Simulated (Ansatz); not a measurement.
# AlH3O2S: the cost of one run

Program: Ansatz 0.2.0. Level of theory: RKS PBE0/6-31G. These are calculated values, not measurements.

## (1) The structure to begin with

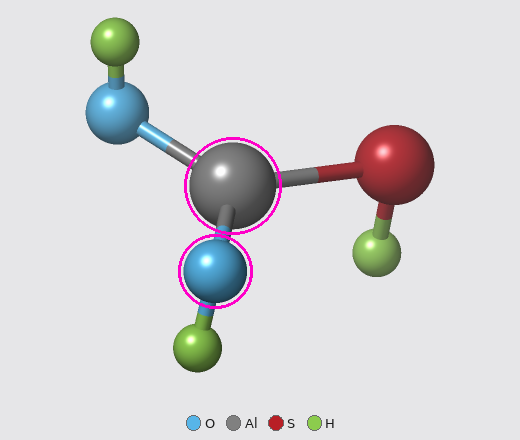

The starting structure, seen from a free direction (oxygen blue, aluminium grey, sulfur red, hydrogen green). Ringed: O1, Al2.

Coordinates:

```xyz
7

O    -1.3912    0.9920    0.6796
Al   -0.0238   -0.0372    0.2174
O     1.6412    0.4123    0.7495
S    -0.2845   -1.8944   -1.0195
H    -1.5024    1.6791   -0.0946
H     1.7764   -0.0209    1.6393
H    -0.1543   -1.1989   -2.2174
```

## (2) Relaxing end A

File input.yaml:

```yaml
crystal:
  periodic: [false, false, false]
  atoms:
    - { symbol: O, position_ang: [-1.3912, 0.992, 0.6796] }
    - { symbol: Al, position_ang: [-0.0238, -0.0372, 0.2174] }
    - { symbol: O, position_ang: [1.6412, 0.4123, 0.7495] }
    - { symbol: S, position_ang: [-0.2845, -1.8944, -1.0195] }
    - { symbol: H, position_ang: [-1.5024, 1.6791, -0.0946] }
    - { symbol: H, position_ang: [1.7764, -0.0209, 1.6393] }
    - { symbol: H, position_ang: [-0.1543, -1.1989, -2.2174] }
basis:
  gaussian: { orbitals: "6-31G" }
hamiltonian:
  xc: pbe0
relax:
  f_tol: 0.015
  max_steps: 40
```

On the command line:

```sh
$ ansatz run input.yaml --threads 1 --pin off --max-ram 2048MiB --backend cpu --events-out ev --progress --plain --runs-dir out
```

What time and memory should one allow on 1 thread of Arm Neoverse V1, shared host?

About 46 s, with a peak of 0.12 GiB.
